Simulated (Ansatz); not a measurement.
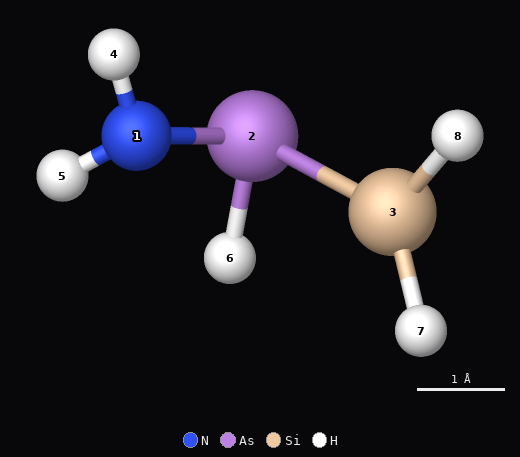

Figure 1. The input geometry (ball-and-stick view, seen at a tilt; atoms are numbered from 1 in the order of the input).

## Geometry relaxation, with input and output: SiAsNH5 (charge +1)

System: SiAsNH5, charge +1.
Method: RKS PBE-D4/def2-TZVP (Ansatz 0.2.0).

It belongs to a series of runs on one base structure; here: end point A relaxed. Figures and captions count atoms from 1; the log counts them from 0 in places.

Input file:
```yaml
crystal:
  periodic: [false, false, false]
  atoms:
    - { symbol: "N", position_ang: [-0.91185, 0.73245, -0.93141] }
    - { symbol: As, position_ang: [-0.62454, 0.66871, 0.87984] }
    - { symbol: Si, position_ang: [0.88165, -1.19521, 0.68955] }
    - { symbol: H, position_ang: [-1.84463, 0.42719, -1.19217] }
    - { symbol: H, position_ang: [-0.78164, 1.65076, -1.34085] }
    - { symbol: H, position_ang: [0.56401, 1.5877, 0.86185] }
    - { symbol: H, position_ang: [2.3244, -1.28844, 0.40031] }
    - { symbol: H, position_ang: [0.39261, -2.58315, 0.63288] }
total_charge: 1
basis:
  gaussian: { orbitals: def2-TZVP }
hamiltonian:
  xc: pbe
  dispersion: d4
relax:
  f_tol: 0.015
  max_steps: 40
```

Launch command:
```bash
ansatz run input.yaml --threads 2 --pin off --max-ram 3072MiB --backend cpu --events-out ev --progress --plain --runs-dir out
```

What the program printed:
```
The last accepted step is kept in [file] (removed where the run ends without a failure and the disk answers)
Engine: ansatz 0.2.0, x86_64-unknown-linux-gnu
Functional definition: PBE
  parameter kappa = 0.804
  parameter beta = 0.06672455060314922
  exchange = pbe_x(kappa = kappa, mu = beta*pi^2/3)
  correlation = pbe_c(beta = beta)
1000 factors; their error is unknown
mean field evaluation 1: about -70248.5523 eV, gradient 9.8e1 eV
mean field evaluation 2: about -70145.7372 eV, gradient 1.7e2 eV
mean field evaluation 4: about -70265.0848 eV, gradient 2.6e1 eV
mean field evaluation 8: about -70267.4018 eV, gradient 1.6e-1 eV
mean field evaluation 16: about -70267.3822 eV, gradient 3.9e-3 eV
mean field -70267.38224264 eV, -2582.2786684749 hartree, gradient 3.4e-5 eV, S^2 0.000000; 1 other end points of the search recorded, 0 dependent functions left out
the calculation of the forces begins
reference -70267.38228292 eV, -2582.2786699550 hartree; 29, 29 occupied and 117, 117 virtual orbitals, 1000 factors
relax step   1: F+E_penalty+E_count = -70267.53384714 eV  Δ(F+E_penalty+E_count) = +0.000e0 eV  max|allowed force component| = 1.082e0 eV/Å  Δτ_max = 0.0000 Å  (47 SCF iters, accepted)
these checks for a lower state are left out or cut short: starts, cluster_reference, orbital_swaps, neighbouring_geometries, increment
1000 factors; their error is unknown
mean field evaluation 32: about -70267.5886 eV, gradient 9.7e-6 eV
mean field -70267.58857416 eV, -2582.2862510181 hartree, gradient 9.8e-6 eV, S^2 0.000000; 0 other end points of the search recorded, 0 dependent functions left out
the calculation of the forces begins
reference -70267.58861446 eV, -2582.2862524993 hartree; 29, 29 occupied and 117, 117 virtual orbitals, 1000 factors
relax step   2: F+E_penalty+E_count = -70267.74192511 eV  Δ(F+E_penalty+E_count) = -2.081e-1 eV  max|allowed force component| = 6.891e-1 eV/Å  Δτ_max = 0.1984 Å  (37 SCF iters, accepted)
these checks for a lower state are left out or cut short: starts, cluster_reference, orbital_swaps, neighbouring_geometries, increment
1000 factors; their error is unknown
mean field -70267.81514199 eV, -2582.2945772323 hartree, gradient 7.1e-6 eV, S^2 0.000000; 0 other end points of the search recorded, 0 dependent functions left out
the calculation of the forces begins
reference -70267.81518203 eV, -2582.2945787038 hartree; 29, 29 occupied and 117, 117 virtual orbitals, 1000 factors
relax step   3: F+E_penalty+E_count = -70267.97104585 eV  Δ(F+E_penalty+E_count) = -2.291e-1 eV  max|allowed force component| = 8.042e-1 eV/Å  Δτ_max = 0.1951 Å  (37 SCF iters, accepted)
these checks for a lower state are left out or cut short: starts, cluster_reference, orbital_swaps, neighbouring_geometries, increment
1000 factors; their error is unknown
mean field -70268.19037912 eV, -2582.3083669425 hartree, gradient 6.3e-6 eV, S^2 0.000000; 0 other end points of the search recorded, 0 dependent functions left out
the calculation of the forces begins
reference -70268.19041863 eV, -2582.3083683946 hartree; 29, 29 occupied and 117, 117 virtual orbitals, 1000 factors
relax step   4: F+E_penalty+E_count = -70268.34968274 eV  Δ(F+E_penalty+E_count) = -3.786e-1 eV  max|allowed force component| = 7.350e-1 eV/Å  Δτ_max = 0.1902 Å  (37 SCF iters, accepted)
these checks for a lower state are left out or cut short: starts, cluster_reference, orbital_swaps, neighbouring_geometries, increment
1000 factors; their error is unknown
mean field -70268.74573168 eV, -2582.3287757727 hartree, gradient 6.4e-6 eV, S^2 0.000000; 0 other end points of the search recorded, 0 dependent functions left out
the calculation of the forces begins
reference -70268.74577032 eV, -2582.3287771927 hartree; 29, 29 occupied and 117, 117 virtual orbitals, 1000 factors
relax step   5: F+E_penalty+E_count = -70268.89971957 eV  Δ(F+E_penalty+E_count) = -5.500e-1 eV  max|allowed force component| = 9.618e-1 eV/Å  Δτ_max = 0.1932 Å  (38 SCF iters, accepted)
these checks for a lower state are left out or cut short: starts, cluster_reference, orbital_swaps, neighbouring_geometries, increment
1000 factors; their error is unknown
mean field evaluation 64: about -70269.1583 eV, gradient 2.2e-5 eV
mean field -70269.15834548 eV, -2582.3439390502 hartree, gradient 2.2e-5 eV, S^2 0.000000; 0 other end points of the search recorded, 0 dependent functions left out
the calculation of the forces begins
reference -70269.15838348 eV, -2582.3439404466 hartree; 29, 29 occupied and 117, 117 virtual orbitals, 1000 factors
relax step   6: F+E_penalty+E_count = -70269.30955166 eV  Δ(F+E_penalty+E_count) = -4.098e-1 eV  max|allowed force component| = 1.108e0 eV/Å  Δτ_max = 0.1950 Å  (30 SCF iters, accepted)
these checks for a lower state are left out or cut short: starts, cluster_reference, orbital_swaps, neighbouring_geometries, increment
1000 factors; their error is unknown
mean field -70269.14540088 eV, -2582.3434633449 hartree, gradient 2.2e-5 eV, S^2 0.000000; 0 other end points of the search recorded, 0 dependent functions left out
the calculation of the forces begins
reference -70269.14543844 eV, -2582.3434647252 hartree; 29, 29 occupied and 117, 117 virtual orbitals, 1000 factors
relax step   7: F+E_penalty+E_count = -70269.29851228 eV  Δ(F+E_penalty+E_count) = +1.104e-2 eV  max|allowed force component| = 2.162e0 eV/Å  Δτ_max = 0.1947 Å  (37 SCF iters, rejected (line search))
these checks for a lower state are left out or cut short: starts, cluster_reference, orbital_swaps, neighbouring_geometries, increment
1000 factors; their error is unknown
mean field -70269.32511974 eV, -2582.3500678910 hartree, gradient 1.8e-5 eV, S^2 0.000000; 0 other end points of the search recorded, 0 dependent functions left out
the calculation of the forces begins
reference -70269.32515756 eV, -2582.3500692811 hartree; 29, 29 occupied and 117, 117 virtual orbitals, 1000 factors
relax step   8: F+E_penalty+E_count = -70269.47662463 eV  Δ(F+E_penalty+E_count) = -1.671e-1 eV  max|allowed force component| = 5.061e-1 eV/Å  Δτ_max = 0.0973 Å  (31 SCF iters, accepted)
these checks for a lower state are left out or cut short: starts, cluster_reference, orbital_swaps, neighbouring_geometries, increment
1000 factors; their error is unknown
mean field -70269.35310203 eV, -2582.3510962215 hartree, gradient 1.6e-5 eV, S^2 0.000000; 0 other end points of the search recorded, 0 dependent functions left out
the calculation of the forces begins
reference -70269.35313965 eV, -2582.3510976038 hartree; 29, 29 occupied and 117, 117 virtual orbitals, 1000 factors
relax step   9: F+E_penalty+E_count = -70269.50503608 eV  Δ(F+E_penalty+E_count) = -2.841e-2 eV  max|allowed force component| = 1.522e-1 eV/Å  Δτ_max = 0.0613 Å  (31 SCF iters, accepted)
these checks for a lower state are left out or cut short: starts, cluster_reference, orbital_swaps, neighbouring_geometries, increment
1000 factors; their error is unknown
mean field -70269.36071054 eV, -2582.3513758288 hartree, gradient 7.3e-6 eV, S^2 0.000000; 0 other end points of the search recorded, 0 dependent functions left out
the calculation of the forces begins
reference -70269.36074823 eV, -2582.3513772139 hartree; 29, 29 occupied and 117, 117 virtual orbitals, 1000 factors
relax step  10: F+E_penalty+E_count = -70269.51261807 eV  Δ(F+E_penalty+E_count) = -7.582e-3 eV  max|allowed force component| = 5.550e-2 eV/Å  Δτ_max = 0.0300 Å  (32 SCF iters, accepted)
these checks for a lower state are left out or cut short: starts, cluster_reference, orbital_swaps, neighbouring_geometries, increment
1000 factors; their error is unknown
mean field evaluation 96: about -70269.3609 eV, gradient 2.7e-1 eV
mean field -70269.36101105 eV, -2582.3513868727 hartree, gradient 2.6e-5 eV, S^2 0.000000; 0 other end points of the search recorded, 0 dependent functions left out
the calculation of the forces begins
reference -70269.36104871 eV, -2582.3513882566 hartree; 29, 29 occupied and 117, 117 virtual orbitals, 1000 factors
relax step  11: F+E_penalty+E_count = -70269.51296660 eV  Δ(F+E_penalty+E_count) = -3.485e-4 eV  max|allowed force component| = 1.666e-2 eV/Å  Δτ_max = 0.0144 Å  (32 SCF iters, accepted)
these checks for a lower state are left out or cut short: starts, cluster_reference, orbital_swaps, neighbouring_geometries, increment
1000 factors; their error is unknown
mean field -70269.36110942 eV, -2582.3513904875 hartree, gradient 2.6e-5 eV, S^2 0.000000; 0 other end points of the search recorded, 0 dependent functions left out
the calculation of the forces begins
reference -70269.36114709 eV, -2582.3513918718 hartree; 29, 29 occupied and 117, 117 virtual orbitals, 1000 factors
relax step  12: F+E_penalty+E_count = -70269.51305102 eV  Δ(F+E_penalty+E_count) = -8.442e-5 eV  max|allowed force component| = 1.170e-2 eV/Å  Δτ_max = 0.0058 Å  (33 SCF iters, accepted)
1000 factors; their error is unknown
mean field evaluation 128: about -70269.3611 eV, gradient 4.3e-5 eV
```

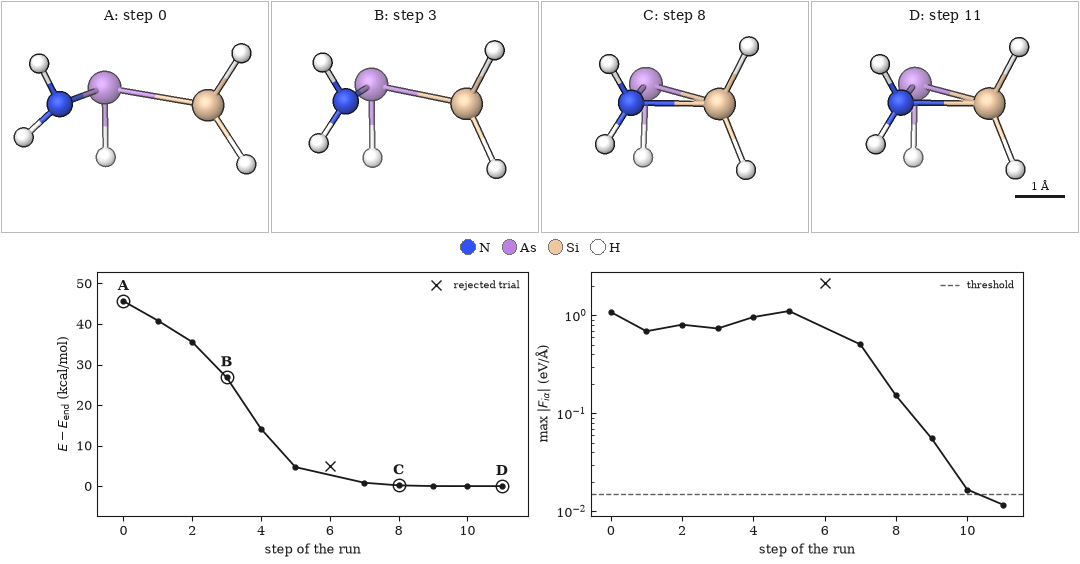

Figure 2. Frames of the relaxation (ball-and-stick view, seen at a tilt) above the curves, on which the letters mark them (the first geometry is step 0 here and step 1 in the log).

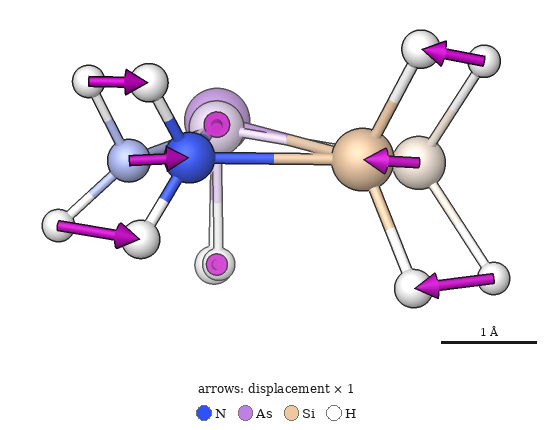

Figure 3. Start (faint) and end (solid) with the displacements as pink arrows, at true length (ball-and-stick view, seen at a tilt). The two geometries are laid on each other by the best rigid fit. The energy falls by 45.6 kcal/mol in 11 geometry steps. Largest force component: 1.1 eV/Å at the start, 0.012 eV/Å at the end. The line search rejected the trial step at point 6 (counted from 0) and went back. The atom that moves furthest after the best rigid fit is H5 (0.92 Å). Largest moves by element: H 0.92 Å, N 0.64 Å, Si 0.62 Å, As 0.49 Å. Distances before and after: N1–Si3 3.092 → 1.847 Å, N1–As2 1.835 → 2.072 Å, As2–Si3 2.404 → 2.338 Å, As2–H6 1.503 → 1.539 Å. New bonds form: N1–Si3 (3.09 → 1.85 Å). Among the angles that change: N1–As2–Si3 92.7° → 49.1°, H7–Si3–H8 104.9° → 119.5°, As2–Si3–H7 132.7° → 121.3°. (Atoms are counted from 1 in the order of the input.)

```
mean field -70269.36110942 eV, -2582.3513904875 hartree, gradient 6.6e-5 eV, S^2 0.000000; 1 other end points of the search recorded, 0 dependent functions left out
the calculation of the forces begins
reference -70269.36114709 eV, -2582.3513918718 hartree; 29, 29 occupied and 117, 117 virtual orbitals, 1000 factors
Total energy: -70269.51308869 eV, -2582.3569756226 hartree
Atom 0 at    -0.560646     0.270416    -0.657954 Å, force    -0.004239     0.005069    -0.011698 eV/Å
Atom 1 at    -0.690426     0.869829     1.320750 Å, force     0.000945    -0.001490     0.005518 eV/Å
Atom 2 at     0.504796    -0.874889     0.324375 Å, force     0.000838     0.001766     0.003702 eV/Å
Atom 3 at    -1.457388    -0.058777    -1.028192 Å, force     0.000005    -0.002876     0.003071 eV/Å
Atom 4 at    -0.152852     0.958837    -1.296776 Å, force     0.003654    -0.001798     0.001579 eV/Å
Atom 5 at     0.536401     1.770344     1.089708 Å, force    -0.000500    -0.001294    -0.001220 eV/Å
Atom 6 at     1.922698    -0.710049    -0.069226 Å, force    -0.000838    -0.000461    -0.000110 eV/Å
Atom 7 at    -0.102573    -2.225700     0.317314 Å, force     0.000136     0.001083    -0.000842 eV/Å
Dipole moment:     0.136816    -0.193164    -0.606455 e Å
```

Trajectory as extended XYZ (Å, eV, eV/Å), 12 frames, from step=1 to step=12:
```
8
Properties=species:S:1:pos:R:3:forces:R:3 step=1 energy=-70267.53385
N    -0.9119    0.7325   -0.9314   -0.0924  -0.2685  -0.4930
As   -0.6245    0.6687    0.8798   -0.9198   0.0912   1.0823
Si    0.8817   -1.1952    0.6895    0.1484  -0.0919  -0.2389
H    -1.8446    0.4272   -1.1922   -0.2247  -0.3373   0.0480
H    -0.7816    1.6508   -1.3409    0.5378   0.2352  -0.2015
H     0.5640    1.5877    0.8619    0.5168   0.4060  -0.0106
H     2.3244   -1.2884    0.4003    0.4357   0.2422  -0.1353
H     0.3926   -2.5831    0.6329   -0.4018  -0.2768  -0.0510
8
Properties=species:S:1:pos:R:3:forces:R:3 step=2 energy=-70267.74192
N    -0.8990    0.6591   -0.8785    0.1179   0.3619  -0.6891
As   -0.6857    0.7165    0.9668    0.2227  -0.2004   0.6185
Si    0.8666   -1.1664    0.6221   -0.4354   0.2658   0.2769
H    -1.8476    0.4032   -1.1602    0.0407  -0.1692   0.0312
H    -0.6305    1.5274   -1.3766    0.1137  -0.6179   0.2190
H     0.5543    1.6151    0.9028    0.0397   0.1680   0.0165
H     2.3311   -1.2066    0.3396    0.0301   0.1954  -0.2445
H     0.3108   -2.5483    0.5840   -0.1293  -0.0035  -0.2284
8
Properties=species:S:1:pos:R:3:forces:R:3 step=3 energy=-70267.97105
N    -0.8473    0.5771   -0.8234    0.4846   0.3218  -0.4703
As   -0.6990    0.7745    1.0530    0.4060  -0.2437   0.3178
Si    0.8033   -1.1297    0.6159   -0.5083   0.4707  -0.0442
H    -1.7949    0.3279   -1.1254    0.1682  -0.1507   0.0403
H    -0.5020    1.3815   -1.3932   -0.0993  -0.8042   0.4495
H     0.5454    1.6851    0.9521   -0.0976  -0.0108   0.0052
H     2.2616   -1.1055    0.2381   -0.2677   0.1934  -0.1527
H     0.2329   -2.5109    0.4828   -0.0859   0.2236  -0.1456
8
Properties=species:S:1:pos:R:3:forces:R:3 step=4 energy=-70268.34968
N    -0.7648    0.4872   -0.7559    0.6933  -0.2271  -0.2815
As   -0.7116    0.8287    1.1294    0.4461  -0.2405   0.4310
Si    0.7197   -1.0625    0.5697   -0.7350   0.7329  -0.4665
H    -1.6987    0.2168   -1.0859    0.2190  -0.1887   0.0425
H    -0.3850    1.2333   -1.3700   -0.0534  -0.5658   0.3690
H     0.5377    1.7293    0.9903   -0.0984  -0.0363   0.0245
H     2.1623   -0.9968    0.1312   -0.3643   0.2271  -0.0722
H     0.1406   -2.4359    0.3912   -0.1073   0.2984  -0.0468
8
Properties=species:S:1:pos:R:3:forces:R:3 step=5 energy=-70268.89972
N    -0.6710    0.3964   -0.6893    0.8554  -0.6643  -0.1041
As   -0.7156    0.8743    1.2036    0.3146  -0.1523   0.4653
Si    0.6249   -0.9881    0.4979   -0.8497   0.9618  -0.9211
H    -1.5824    0.0799   -1.0461    0.2481  -0.1326   0.0874
H    -0.2777    1.1028   -1.3368   -0.0328  -0.4358   0.3319
H     0.5352    1.7645    1.0286   -0.0713  -0.0511   0.0333
H     2.0532   -0.8760    0.0273   -0.3801   0.1822   0.0435
H     0.0334   -2.3537    0.3148   -0.0843   0.2920   0.0638
8
Properties=species:S:1:pos:R:3:forces:R:3 step=6 energy=-70269.30955
N    -0.6026    0.3285   -0.6439    0.8125  -0.6945   0.0903
As   -0.7095    0.9000    1.2758    0.1498  -0.1432   0.1106
Si    0.5576   -0.9308    0.4481   -0.7063   0.9246  -1.1081
H    -1.4782   -0.0536   -1.0271    0.1659   0.1059   0.1496
H    -0.1774    0.9843   -1.3232   -0.1516  -0.3028   0.3771
H     0.5415    1.7851    1.0846   -0.0586  -0.0611  -0.0071
H     1.9546   -0.7440   -0.0771   -0.3010  -0.0331   0.2160
H    -0.0860   -2.2695    0.2629    0.0894   0.2042   0.1717
8
Properties=species:S:1:pos:R:3:forces:R:3 step=7 energy=-70269.29851 accepted=F
N    -0.5107    0.2320   -0.6023   -1.8007   1.6660  -2.1623
As   -0.7189    0.9126    1.3086    0.0945  -0.0222   0.4873
Si    0.4659   -0.8400    0.3023    1.7797  -1.9200   1.4448
H    -1.4050   -0.1144   -0.9745    0.0688   0.1443  -0.0458
H    -0.1105    0.9071   -1.2628   -0.0798  -0.0114  -0.0253
H     0.5322    1.7823    1.0907   -0.0018   0.0034  -0.0038
H     1.8911   -0.6763   -0.1152   -0.1756  -0.0467   0.1862
H    -0.1440   -2.2034    0.2531    0.1149   0.1866   0.1189
8
Properties=species:S:1:pos:R:3:forces:R:3 step=8 energy=-70269.47662
N    -0.5783    0.3013   -0.6456    0.4939  -0.5061   0.1667
As   -0.7071    0.8885    1.3041    0.1276  -0.1366   0.0401
Si    0.5261   -0.8921    0.3645   -0.4155   0.4743  -0.4256
H    -1.4575   -0.0626   -1.0237   -0.0344   0.0422   0.0064
H    -0.1550    0.9612   -1.3063   -0.0474  -0.0111   0.0706
H     0.5306    1.7798    1.0944   -0.0071   0.0011  -0.0086
H     1.9391   -0.7334   -0.0866   -0.1614   0.0143   0.0987
H    -0.0979   -2.2426    0.2993    0.0444   0.1219   0.0517
8
Properties=species:S:1:pos:R:3:forces:R:3 step=9 energy=-70269.50504
N    -0.5529    0.2551   -0.6770   -0.0968   0.1182   0.1522
As   -0.6786    0.8504    1.3157   -0.0101   0.0356   0.0051
Si    0.5137   -0.8849    0.3065   -0.0840   0.0969   0.0832
H    -1.4696   -0.0434   -1.0245    0.0637  -0.0730  -0.0421
H    -0.1640    0.9734   -1.2926    0.0569  -0.0339  -0.0632
H     0.5317    1.7761    1.0881   -0.0078  -0.0353  -0.0108
H     1.9355   -0.7042   -0.0521    0.0376  -0.0505  -0.0707
H    -0.1157   -2.2225    0.3359    0.0406  -0.0581  -0.0537
8
Properties=species:S:1:pos:R:3:forces:R:3 step=10 energy=-70269.51262
N    -0.5592    0.2703   -0.6566   -0.0134   0.0120  -0.0133
As   -0.6890    0.8700    1.3219   -0.0208   0.0312   0.0076
Si    0.5031   -0.8754    0.3297    0.0460  -0.0194  -0.0555
H    -1.4569   -0.0561   -1.0262   -0.0098  -0.0144   0.0033
H    -0.1508    0.9561   -1.2983    0.0100  -0.0041   0.0205
H     0.5323    1.7781    1.0894    0.0028  -0.0188   0.0052
H     1.9194   -0.7145   -0.0717    0.0024   0.0087   0.0124
H    -0.0989   -2.2285    0.3118   -0.0173   0.0050   0.0197
8
Properties=species:S:1:pos:R:3:forces:R:3 step=11 energy=-70269.51297
N    -0.5612    0.2708   -0.6587    0.0053   0.0087  -0.0112
As   -0.6924    0.8696    1.3206    0.0112   0.0014   0.0020
Si    0.5058   -0.8726    0.3248   -0.0156  -0.0167  -0.0006
H    -1.4571   -0.0596   -1.0298   -0.0016  -0.0056   0.0076
H    -0.1539    0.9591   -1.2981    0.0036  -0.0010   0.0072
H     0.5384    1.7652    1.0916   -0.0066   0.0095  -0.0036
H     1.9234   -0.7095   -0.0708   -0.0021   0.0030   0.0036
H    -0.1030   -2.2230    0.3203    0.0059   0.0007  -0.0051
8
Properties=species:S:1:pos:R:3:forces:R:3 step=12 energy=-70269.51305
N    -0.5606    0.2704   -0.6580   -0.0042   0.0051  -0.0117
As   -0.6904    0.8698    1.3208    0.0009  -0.0015   0.0055
Si    0.5048   -0.8749    0.3244    0.0008   0.0018   0.0037
H    -1.4574   -0.0588   -1.0282    0.0000  -0.0029   0.0031
H    -0.1529    0.9588   -1.2968    0.0037  -0.0018   0.0016
H     0.5364    1.7703    1.0897   -0.0005  -0.0013  -0.0012
H     1.9227   -0.7100   -0.0692   -0.0008  -0.0005  -0.0001
H    -0.1026   -2.2257    0.3173    0.0001   0.0011  -0.0008
```

Summary:

| quantity | value |
| --- | --- |
| outcome | converged |
| total energy | −70269.5131 eV |
| mean-field energy | −70269.3611 eV |
| largest force (length of the vector) at the end | 0.013 eV/Å |
| hardware | 2 threads of Intel Xeon @ 2.90GHz (Ice Lake), 176 GiB of memory available, shared host |
| wall time | 25 s (CPU time 47 s) |
| peak memory | 0.18 GiB |
